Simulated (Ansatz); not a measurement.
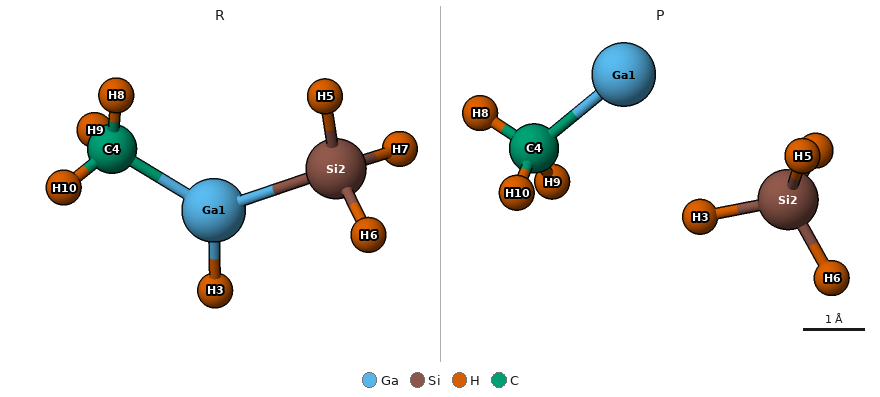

Reactant (R) and product (P) of one elementary step of CH7GaSi. A ball-and-stick model, seen from a free direction.

Stationary points at PBE0-D4/def2-TZVP, single-point energies with CCSD(T)/CBS (def2-TZVPP where no basis is named; Ansatz 0.2.0). The energies are electronic, without zero-point or thermal terms, and both ends are the minima reached downhill from the saddle, with any fragments still in contact. CCSD(T)/CBS stands for a frozen-core estimate: MP2 correlation extrapolated from def2-TZVPP and def2-QZVPP, CCSD(T) minus MP2 from the smaller set.

R:
```xyz
10

Ga    0.6988   -0.1042    0.4190
Si    0.0542    1.4584   -1.3106
H     2.1667   -0.0277    0.9973
C    -0.5120   -1.4823    1.1371
H    -1.3842    1.3593   -1.6871
H     0.3134    2.8645   -0.8865
H     0.8567    1.2194   -2.5456
H    -1.5094   -1.4433    0.6994
H    -0.0868   -2.4738    0.9549
H    -0.5973   -1.3703    2.2219
```

P:
```xyz
10

Ga   -1.2937   -1.0894   -0.4067
Si    0.5356    1.7279   -1.1910
H     0.3987    0.9462    0.0733
C    -0.4718   -1.7798    1.3231
H    -0.7593    2.3677   -1.5228
H     1.5753    2.7691   -0.9755
H     0.9594    0.8146   -2.2805
H    -0.9331   -2.7312    1.6123
H     0.6057   -1.9504    1.2182
H    -0.6165   -1.0746    2.1496
```

**Predict the saddle point between them and the barrier.**

Counted by bonded pieces, R holds CH₇GaSi and P holds CH₃Ga + SiH₄. From R over the saddle to P, a bond forms: Si2–H3 (3.46 → 1.75 → 1.49 Å). Bonds break: Ga1–Si2 (2.42 → 2.41 → 3.45 Å), Ga1–H3 (1.58 → 1.86 → 2.69 Å). The saddle has one imaginary mode, 238i cm⁻¹. With CCSD(T)/CBS the barrier is 1.65 eV from R and 0.96 eV from P, and P lies 0.70 eV above R. By Pauling bond orders of the changing bonds the saddle lies closer to R, the lower end, against what Hammond's postulate suggests.

Saddle geometry:

```xyz
10

Ga   -0.8381   -0.2881   -0.0527
Si    0.2342    1.5139   -1.2377
H     0.8588    0.4690    0.0209
C    -0.4246   -1.6612    1.3115
H    -0.8022    2.1707   -2.1064
H     0.7940    2.6505   -0.4512
H     1.1960    0.8949   -2.1925
H    -1.2929   -2.2970    1.4814
H     0.4150   -2.2747    0.9777
H    -0.1398   -1.1779    2.2487
```

The saddle point in the same view, with dashed sticks for the bonds that form or break:

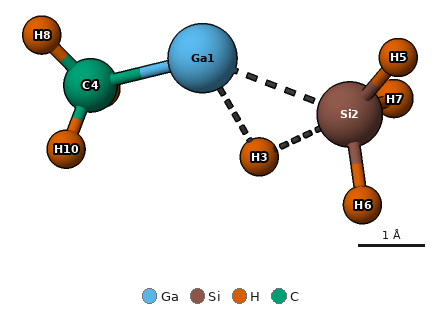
